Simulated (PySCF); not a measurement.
# CH6Si (SiMeH3) at CISD/6-31G

What is the vertical ionisation energy of CH6Si (SiMeH3) at CISD/6-31G? The job is set up through a Python script.

The results are computed with PySCF 2.14.0.

6 further runs of the same task are left out: 1 that didn't finish, 5 set aside as unsound or not needed.

### Step 1. The molecule

The species is CH6Si (8 atoms), meant as a singlet with charge 0. As SMILES, `[H][Si]([H])([H])C`. Geometry: relaxed at GFN2-xTB.

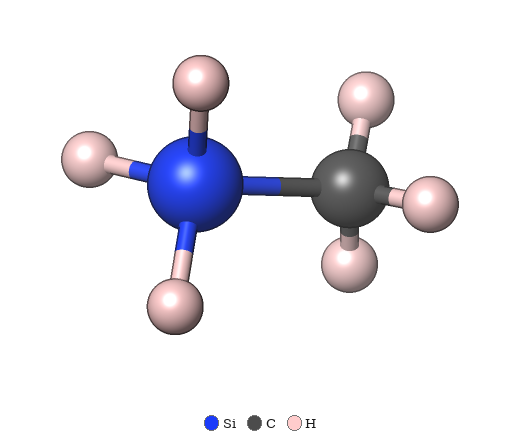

Viewed from a chosen angle; silicon blue, carbon dark grey, hydrogen pink.

### Step 2. The energy at CISD/6-31G

Input file run.py:

```python
from pyscf import gto, scf, ci

system = gto.Mole()
system.atom = '''
Si  -0.001940   0.003040  -0.911630
C    0.002260  -0.003450   0.983790
H   -1.007880   0.045000   1.380680
H    0.551160   0.846440   1.380230
H    0.466040  -0.905320   1.373720
H    1.377200  -0.025270  -1.405730
H   -0.667430   1.214970  -1.396360
H   -0.719410  -1.175410  -1.404700
'''
system.max_memory = 1860
system.basis = '6-31g'
system.verbose = 4
system.spin = 0
system.build()

calc0 = scf.RHF(system)
calc0.kernel()

cisd = ci.CISD(calc0, frozen=6)
cisd.kernel()
e_tot = cisd.e_tot
print('Final energy', e_tot)
dip = calc0.dip_moment()
pop, q = calc0.mulliken_pop()
```

The run is started by

```bash
OMP_NUM_THREADS=1 python run.py
```

The log of the run:

```text
PySCF version 2.14.0

[INPUT] num. atoms = 8
[INPUT] num. electrons = 26
[INPUT] charge = 0
[INPUT] spin (= nelec alpha-beta = 2S) = 0
[INPUT] symmetry False subgroup None
[INPUT] Mole.unit = angstrom
[INPUT] Symbol           X                Y                Z      unit          X                Y                Z       unit  Magmom
[INPUT]  1 Si    -0.001940000000   0.003040000000  -0.911630000000 AA   -0.003666068682   0.005744767419  -1.722731026937 Bohr   0.0
[INPUT]  2 C      0.002260000000  -0.003450000000   0.983790000000 AA    0.004270781042  -0.006519555130   1.859093664086 Bohr   0.0
[INPUT]  3 H     -1.007880000000   0.045000000000   1.380680000000 AA   -1.904617166427   0.085037675605   2.609107065664 Bohr   0.0
[INPUT]  4 H      0.551160000000   0.846440000000   1.380230000000 AA    1.041541450815   1.599539780877   2.608256688908 Bohr   0.0
[INPUT]  5 H      0.466040000000  -0.905320000000   1.373720000000 AA    0.880687963092  -1.710806855091   2.595954571838 Bohr   0.0
[INPUT]  6 H      1.377200000000  -0.025270000000  -1.405730000000 AA    2.602530818751  -0.047753379168  -2.656444705085 Bohr   0.0
[INPUT]  7 H     -0.667430000000   1.214970000000  -1.396360000000 AA   -1.261259907318   2.295960549563  -2.638737971298 Bohr   0.0
[INPUT]  8 H     -0.719410000000  -1.175410000000  -1.404700000000 AA   -1.359487871273  -2.221202984075  -2.654498287177 Bohr   0.0

nuclear repulsion = 62.7650066069752
number of shells = 24
number of NR pGTOs = 92
number of NR cGTOs = 34
basis = 6-31g
ecp = {}

******** <class 'pyscf.scf.hf.RHF'> ********
method = RHF
initial guess = minao
damping factor = 0
level_shift factor = 0
DIIS = <class 'pyscf.scf.diis.CDIIS'>
diis_start_cycle = 1
diis_space = 8
diis_damp = 0
SCF conv_tol = 1e-09
SCF conv_tol_grad = None
SCF max_cycles = 50
direct_scf = True
direct_scf_tol = 1e-13
Set gradient conv threshold to 3.16228e-05
Initial guess from minao.
init E= -330.063287009292
  HOMO = -0.350808118524661  LUMO = 0.101578324059367  gap/eV = 12.31006
cycle= 1 E= -330.193751111558  delta_E= -0.13  |g|= 0.171  |ddm|= 2.04
  HOMO = -0.453146145755752  LUMO = 0.147268304445552  gap/eV = 16.33811
cycle= 2 E= -330.207045986523  delta_E= -0.0133  |g|= 0.0375  |ddm|= 0.321
  HOMO = -0.44584802692141  LUMO = 0.156446984416012  gap/eV = 16.38928
cycle= 3 E= -330.207822848319  delta_E= -0.000777  |g|= 0.00483  |ddm|= 0.0991
  HOMO = -0.447582845688075  LUMO = 0.155548486394856  gap/eV = 16.41204
cycle= 4 E= -330.207834309109  delta_E= -1.15e-05  |g|= 0.00101  |ddm|= 0.014
  HOMO = -0.448047760159957  LUMO = 0.155471761949332  gap/eV = 16.42260
cycle= 5 E= -330.207834825433  delta_E= -5.16e-07  |g|= 0.000366  |ddm|= 0.00289
  HOMO = -0.447934449021014  LUMO = 0.155516252287599  gap/eV = 16.42073
cycle= 6 E= -330.20783487521  delta_E= -4.98e-08  |g|= 5.6e-05  |ddm|= 0.000652
  HOMO = -0.447945195841982  LUMO = 0.155514197531339  gap/eV = 16.42097
cycle= 7 E= -330.207834878237  delta_E= -3.03e-09  |g|= 9.89e-06  |ddm|= 0.000219
  HOMO = -0.447945585980094  LUMO = 0.155513207449639  gap/eV = 16.42095
cycle= 8 E= -330.207834878326  delta_E= -8.9e-11  |g|= 1.45e-06  |ddm|= 3.78e-05
  HOMO = -0.447945619643334  LUMO = 0.155513201142137  gap/eV = 16.42095
Extra cycle  E= -330.207834878326  delta_E= -4.55e-13  |g|= 5.28e-07  |ddm|= 3.08e-06
converged SCF energy = -330.207834878326

******** <class 'pyscf.ci.cisd.RCISD'> ********
CISD nocc = 7, nmo = 28
frozen orbitals 6
max_cycle = 50
direct = 0
conv_tol = 1e-09
max_cycle = 50
max_space = 12
lindep = 0
nroots = 1
Init t2, MP2 energy = -0.150105430253041
RCISD converged
E(RCISD) = -330.3780542581052  E_corr = -0.1702193797787794
Final energy -330.37805425810524
Dipole moment(X, Y, Z, Debye):  0.00157, -0.00184,  0.50597
 ** Mulliken pop  **
pop of  0 Si 1s           1.99976
pop of  0 Si 2s           1.99828
pop of  0 Si 3s           0.93950
pop of  0 Si 4s           0.18913
pop of  0 Si 2px          1.99214
pop of  0 Si 2py          1.99214
pop of  0 Si 2pz          1.99179
pop of  0 Si 3px          0.64079
pop of  0 Si 3py          0.64078
pop of  0 Si 3pz          0.57866
pop of  0 Si 4px          0.06076
pop of  0 Si 4py          0.06078
pop of  0 Si 4pz          0.00675
pop of  1 C 1s            1.99763
pop of  1 C 2s            0.62473
pop of  1 C 3s            0.79892
pop of  1 C 2px           0.69098
pop of  1 C 2py           0.69092
pop of  1 C 2pz           0.69065
pop of  1 C 3px           0.41984
pop of  1 C 3py           0.41987
pop of  1 C 3pz           0.52399
pop of  2 H 1s            0.52465
pop of  2 H 2s            0.29472
pop of  3 H 1s            0.52454
pop of  3 H 2s            0.29486
pop of  4 H 1s            0.52460
pop of  4 H 2s            0.29480
pop of  5 H 1s            0.51215
pop of  5 H 2s            0.68552
pop of  6 H 1s            0.51221
pop of  6 H 2s            0.68548
pop of  7 H 1s            0.51221
pop of  7 H 2s            0.68546
 ** Mulliken atomic charges  **
charge of    0Si =      0.90873
charge of    1C =     -0.85753
charge of    2H =      0.18063
charge of    3H =      0.18059
charge of    4H =      0.18060
charge of    5H =     -0.19767
charge of    6H =     -0.19769
charge of    7H =     -0.19767
```

It took 0.75 s on 1 thread of Arm Neoverse V2, shared host; peak memory 0.13 GiB.

### Step 3. The doublet cation at the same level

Input file run.py:

```python
from pyscf import gto, ci

mol = gto.M(
    atom='''
Si      -0.001940       0.003040      -0.911630
C        0.002260      -0.003450       0.983790
H       -1.007880       0.045000       1.380680
H        0.551160       0.846440       1.380230
H        0.466040      -0.905320       1.373720
H        1.377200      -0.025270      -1.405730
H       -0.667430       1.214970      -1.396360
H       -0.719410      -1.175410      -1.404700
''',
    max_memory=1860,
    verbose=4,
    charge=1,
    basis='6-31g',
    spin=1,
)

calc0 = mol.UHF()
calc0.kernel()
if not calc0.converged:
    calc0 = calc0.newton().run(calc0.mo_coeff, calc0.mo_occ)

cisd = ci.CISD(calc0, frozen=6)
cisd.kernel()
etot = cisd.e_tot
print(f'total energy: {etot:.8f} hartree')
dip = calc0.dip_moment()
pop, q = calc0.mulliken_pop()
```

The run is started by

```bash
OMP_NUM_THREADS=1 python run.py
```

The log of the run:

```text
PySCF version 2.14.0

[INPUT] num. atoms = 8
[INPUT] num. electrons = 25
[INPUT] charge = 1
[INPUT] spin (= nelec alpha-beta = 2S) = 1
[INPUT] symmetry False subgroup None
[INPUT] Mole.unit = angstrom
[INPUT] Symbol           X                Y                Z      unit          X                Y                Z       unit  Magmom
[INPUT]  1 Si    -0.001940000000   0.003040000000  -0.911630000000 AA   -0.003666068682   0.005744767419  -1.722731026937 Bohr   0.0
[INPUT]  2 C      0.002260000000  -0.003450000000   0.983790000000 AA    0.004270781042  -0.006519555130   1.859093664086 Bohr   0.0
[INPUT]  3 H     -1.007880000000   0.045000000000   1.380680000000 AA   -1.904617166427   0.085037675605   2.609107065664 Bohr   0.0
[INPUT]  4 H      0.551160000000   0.846440000000   1.380230000000 AA    1.041541450815   1.599539780877   2.608256688908 Bohr   0.0
[INPUT]  5 H      0.466040000000  -0.905320000000   1.373720000000 AA    0.880687963092  -1.710806855091   2.595954571838 Bohr   0.0
[INPUT]  6 H      1.377200000000  -0.025270000000  -1.405730000000 AA    2.602530818751  -0.047753379168  -2.656444705085 Bohr   0.0
[INPUT]  7 H     -0.667430000000   1.214970000000  -1.396360000000 AA   -1.261259907318   2.295960549563  -2.638737971298 Bohr   0.0
[INPUT]  8 H     -0.719410000000  -1.175410000000  -1.404700000000 AA   -1.359487871273  -2.221202984075  -2.654498287177 Bohr   0.0

nuclear repulsion = 62.7650066069752
number of shells = 24
number of NR pGTOs = 92
number of NR cGTOs = 34
basis = 6-31g
ecp = {}

******** <class 'pyscf.scf.uhf.UHF'> ********
method = UHF
initial guess = minao
damping factor = 0
level_shift factor = 0
DIIS = <class 'pyscf.scf.diis.CDIIS'>
diis_start_cycle = 1
diis_space = 8
diis_damp = 0
SCF conv_tol = 1e-09
SCF conv_tol_grad = None
SCF max_cycles = 50
direct_scf = True
direct_scf_tol = 1e-13
number electrons alpha = 13  beta = 12
Set gradient conv threshold to 3.16228e-05
init E= -330.063287009292
[... the frontier-level lines of each cycle are left out ...]

cycle= 1 E= -329.741225075768  delta_E= 0.322  |g|= 0.28  |ddm|= 1.44
cycle= 2 E= -329.803806561878  delta_E= -0.0626  |g|= 0.104  |ddm|= 0.483
cycle= 3 E= -329.810221671743  delta_E= -0.00642  |g|= 0.0219  |ddm|= 0.0985
cycle= 4 E= -329.810935696261  delta_E= -0.000714  |g|= 0.00781  |ddm|= 0.0441
cycle= 5 E= -329.811051955777  delta_E= -0.000116  |g|= 0.00367  |ddm|= 0.0159
cycle= 6 E= -329.811082105766  delta_E= -3.01e-05  |g|= 0.00123  |ddm|= 0.0105
cycle= 7 E= -329.811085367088  delta_E= -3.26e-06  |g|= 0.000396  |ddm|= 0.00381
cycle= 8 E= -329.811085741887  delta_E= -3.75e-07  |g|= 8.62e-05  |ddm|= 0.00134
cycle= 9 E= -329.811085760379  delta_E= -1.85e-08  |g|= 2.35e-05  |ddm|= 0.000313
cycle= 10 E= -329.811085762292  delta_E= -1.91e-09  |g|= 1.34e-05  |ddm|= 8.2e-05
cycle= 11 E= -329.811085763217  delta_E= -9.24e-10  |g|= 8.41e-06  |ddm|= 5.29e-05
Extra cycle  E= -329.811085763441  delta_E= -2.25e-10  |g|= 6.97e-06  |ddm|= 1.63e-05
converged SCF energy = -329.811085763441  <S^2> = 0.75645831  2S+1 = 2.0064479

******** <class 'pyscf.ci.ucisd.UCISD'> ********
CISD nocc = (np.int64(7), np.int64(6)), nmo = (28, 28)
frozen orbitals 6
max_cycle = 50
direct = 0
conv_tol = 1e-09
max_cycle = 50
max_space = 12
lindep = 0
nroots = 1
Init t2, MP2 energy = -0.131976222146492
UCISD converged
E(UCISD) = -329.9681446851242  E_corr = -0.1570589216832068
total energy: -329.96814469 hartree

WARN: System has nonzero charge 1; the dipole moment is origin-dependent.
Location of origin: [0. 0. 0.]

Dipole moment(X, Y, Z, Debye):  0.00224, -0.00211,  0.75426
 ** Mulliken pop       alpha | beta **
pop of  0 Si 1s        0.99988 | 0.99989
pop of  0 Si 2s        0.99919 | 0.99924
pop of  0 Si 3s        0.52146 | 0.53403
pop of  0 Si 4s        0.06883 | 0.10595
pop of  0 Si 2px       0.99650 | 0.99659
pop of  0 Si 2py       0.99650 | 0.99659
pop of  0 Si 2pz       0.99544 | 0.99311
pop of  0 Si 3px       0.38231 | 0.39580
pop of  0 Si 3py       0.38224 | 0.39580
pop of  0 Si 3pz       0.26537 | 0.02214
pop of  0 Si 4px       0.01379 | 0.02555
pop of  0 Si 4py       0.01376 | 0.02555
pop of  0 Si 4pz      -0.03796 | -0.01855
pop of  1 C 1s        0.99896 | 0.99892
pop of  1 C 2s        0.35607 | 0.32807
pop of  1 C 3s        0.44084 | 0.39195
pop of  1 C 2px       0.40671 | 0.38622
pop of  1 C 2py       0.40665 | 0.38619
pop of  1 C 2pz       0.43082 | 0.02119
pop of  1 C 3px       0.24169 | 0.23223
pop of  1 C 3py       0.24170 | 0.23228
pop of  1 C 3pz       0.26459 | -0.00634
pop of  2 H 1s        0.24892 | 0.25038
pop of  2 H 2s        0.07174 | 0.09549
pop of  3 H 1s        0.24886 | 0.25032
pop of  3 H 2s        0.07178 | 0.09554
pop of  4 H 1s        0.24897 | 0.25019
pop of  4 H 2s        0.07182 | 0.09543
pop of  5 H 1s        0.25595 | 0.23378
pop of  5 H 2s        0.29483 | 0.27306
pop of  6 H 1s        0.25608 | 0.23367
pop of  6 H 2s        0.29493 | 0.27288
pop of  7 H 1s        0.25597 | 0.23382
pop of  7 H 2s        0.29481 | 0.27306
In total            13.00000 | 12.00000
 ** Mulliken atomic charges   ( Nelec_alpha | Nelec_beta ) **
charge of  0Si =      0.93101  (     6.59731      6.47168 )
charge of  1C =     -0.75874  (     3.78803      2.97071 )
charge of  2H =      0.33347  (     0.32066      0.34586 )
charge of  3H =      0.33349  (     0.32065      0.34586 )
charge of  4H =      0.33359  (     0.32079      0.34562 )
charge of  5H =     -0.05762  (     0.55078      0.50684 )
charge of  6H =     -0.05755  (     0.55101      0.50655 )
charge of  7H =     -0.05766  (     0.55078      0.50688 )
```

It took 1.1 s on 1 thread of Arm Neoverse V2, shared host; peak memory 0.14 GiB.

### Step 4. Results

At CISD/6-31G, 6 core orbitals frozen:

| quantity | value |
| --- | --- |
| singlet CH6Si: total energy | -330.37805 Eh |
| singlet CH6Si: dipole moment (Hartree–Fock density) | 0.51 D |
| singlet CH6Si: HOMO energy (Hartree–Fock orbitals) | -12.19 eV |
| singlet CH6Si: LUMO energy (Hartree–Fock orbitals) | 4.23 eV |
| singlet CH6Si: HOMO–LUMO gap (Hartree–Fock orbitals) | 16.42 eV |
| singlet CH6Si: correlation energy (6 core orbitals frozen) | -170.2 mEh |
| doublet cation: total energy | -329.96814 Eh |
| doublet cation: HOMO energy (Hartree–Fock orbitals) (highest over α and β) | -18.96 eV |
| doublet cation: LUMO energy (Hartree–Fock orbitals) (lowest over α and β) | -9.52 eV |
| doublet cation: correlation energy (6 core orbitals frozen) | -157.1 mEh |
| doublet cation: ⟨S²⟩ of the reference determinant | 0.756 |
| vertical ionisation energy (to the doublet cation) | 11.154 eV |

In words: The vertical ionisation energy comes to 11.15 eV (257 kcal/mol).
